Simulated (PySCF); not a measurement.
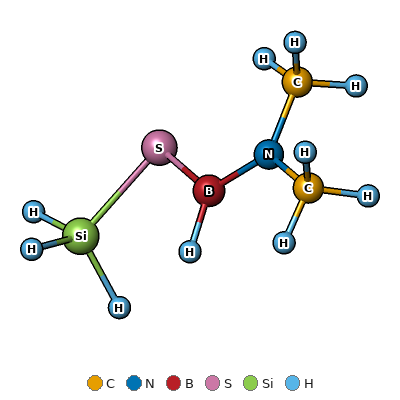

Structure of C₂H₁₀BNSSi, SMILES CN(C)BS[SiH3].

Vertical TDDFT excitations, ωB97X-D/def2-SVPD in PySCF, at a PBE0-D3(BJ)/def2-SVP geometry (no frequency check), gas phase.

Q: What does its absorption spectrum look like?

A: The lowest singlet lies at 6.16 eV (201 nm, f = 0.286); the brightest of the first 10 is S1 at 6.16 eV (201 nm), f = 0.286, mainly HOMO → LUMO (93 %). No singlet lies below 3.1 eV (beyond 400 nm), so at this level no vertical transition falls in the visible.


```
state  E (eV)  λ (nm)      f          main character
   S1    6.16     201  0.286      HOMO → LUMO (93 %)
   S2    6.25     198  0.025    HOMO → LUMO+1 (76 %)
   S3    6.75     184  0.007    HOMO → LUMO+2 (64 %)
   S4    7.08     175  0.001    HOMO → LUMO+3 (71 %)
   S5    7.14     174  0.001    HOMO−2 → LUMO (89 %)
   S6    7.49     166  0.009    HOMO → LUMO+4 (52 %)
   S7    7.52     165  0.118    HOMO−1 → LUMO (79 %)
   S8    7.75     160  0.009    HOMO → LUMO+5 (48 %)
   S9    7.77     160  0.073  HOMO−2 → LUMO+1 (64 %)
  S10    8.01     155  0.027    HOMO → LUMO+6 (71 %)
```

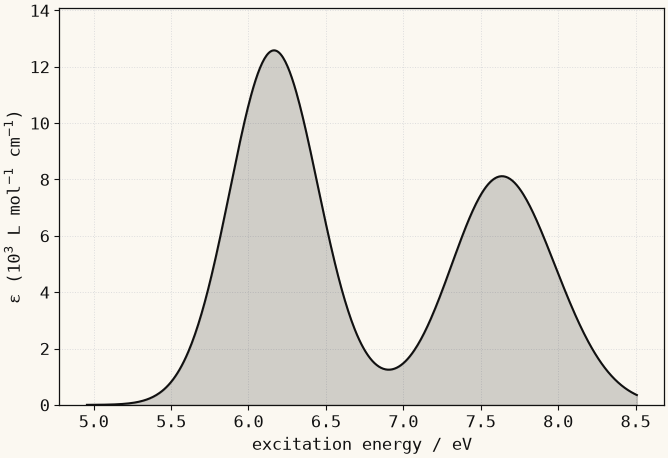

Only the first 10 singlet excitations are included; each is broadened by a Gaussian of 1/e half-width 0.40 eV.

Note: one conformer of a flexible molecule; core orbitals are frozen in the response.
